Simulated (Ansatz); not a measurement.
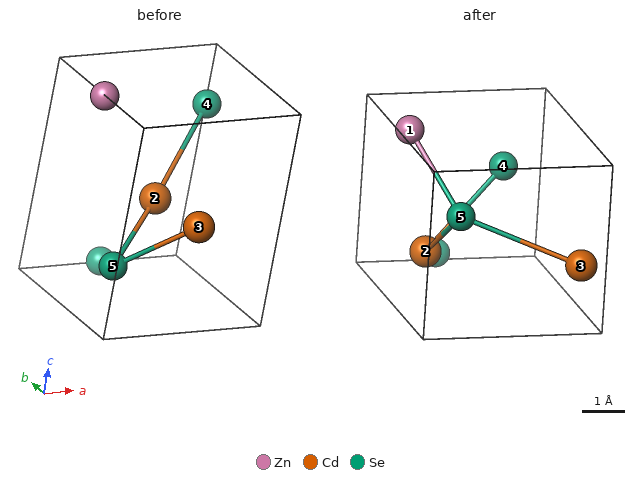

The structure of a crystal of ZnCd2Se3 (built on the CeAl2Cu3-65 type type) before (left) and after (right) a relaxation, at one scale.

The picture is a ball-and-stick view of the cell of the calculation, reduced to other axes, seen slightly off an axis. Lengths and directions refer to the drawn axes.

Case: shaken.

Level of theory: DFT, PBEsol, plane waves, PAW in Ansatz. (plane-wave cutoff 420 eV; k-point mesh 4 × 4 × 4; occupations fermi dirac; smearing width 0.05 eV; no spin polarisation; cell and atoms relaxed; force threshold 0.01 eV/Å; at most 120 steps)

Q: What changed between the two?

A: The run was cut off at its time limit before the relaxation converged, so the last structure is only a point on the way. The largest move relative to the cell is that of a Se atom, 1.72 Å along [2 1 3]. By element the largest moves are Se 1.72 Å, Cd 1.67 Å, Zn 1.02 Å. Cell: a 4.000 → 4.648 Å (+16.2 %), b 6.369 → 6.209 Å (−2.5 %), c 6.904 → 5.847 Å (−15.3 %), α 116.5° → 117.7°, β 90.5° → 101.7°, γ 90.1° → 83.8°. Volume −7.1 %. Near-neighbour distances that change, for instance: Cd–Se 3.250 → 6.294 Å, Cd–Se 3.084 → 5.301 Å, Se–Zn 4.246 → 2.472 Å, Se–Se 2.824 → 4.437 Å. New bonds form, among them: Se–Zn (4.25 → 2.47 Å). Bonds break, among them: Cd–Se (3.08 → 5.30 Å). Bond angles that change, for instance: Se–Cd–Se 174.6° → 78.5°, Se–Cd–Se 172.6° → 80.0°, Cd–Se–Cd 114.5° → 61.0°. The space group stays P1 (No. 1). Over 39 accepted moves (41 points after the start) the energy falls by 569 meV per atom. The largest force component goes from 2.3 to 0.057 eV/Å. Pressure: 3.37 GPa at the start and 0.03 GPa at the end. The line search rejected the trial steps at points 24, 31 of the run. Cost: 25 min on 2 threads of Arm Neoverse N1 (shared host), peak memory 0.69 GiB.
